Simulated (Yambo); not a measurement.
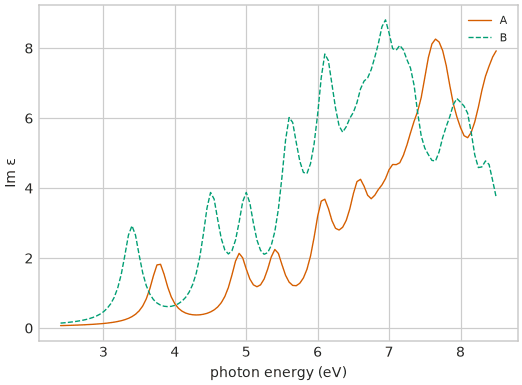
*Two computed absorption spectra of GaAlN2 (space group P3m1, No. 156) (Yambo, PBEsol bands with the same scissor, field along x)*

Axes are Cartesian, with cell vectors (Å) (3.15, 0.00, 0.00), (-1.57, 2.73, 0.00), (0.00, 0.00, 5.10).

Task: Which curve includes the electron-hole attraction (BSE)?

Result: Curve B: the attraction moves weight to lower energy (centre of the plotted range 6.4 eV against 6.9 eV). Settings: 6×6×4 mesh, 5 valence and 2 conduction bands, static screening with 29 bands and a 4 Ry block, scissor 0.93 eV, Tamm-Dancoff. The scissor comes from a G0W0 run whose convergence isn't established. Broadening 0.15 eV. The band window holds all transitions up to 8.5 eV. On this mesh the peak heights and the fine structure are mesh artefacts; only the shift of weight is robust.

The standard potential for Ga keeps a d shell in the valence without the s and p states of that shell. In tests on such compounds this moved G0W0 gaps by up to about 0.9 eV, so absolute quasiparticle energies here are unreliable; differences between settings are what counts.

Spin-orbit coupling is not included.

Geometry relaxed with PBEsol; primitive cell a = b = 3.1467 Å, c = 5.0982 Å, α = β = 90.00°, γ = 120.00°.

The structure is a Materials Project entry; no match was found in the copy of COD used, and its stability was not checked.
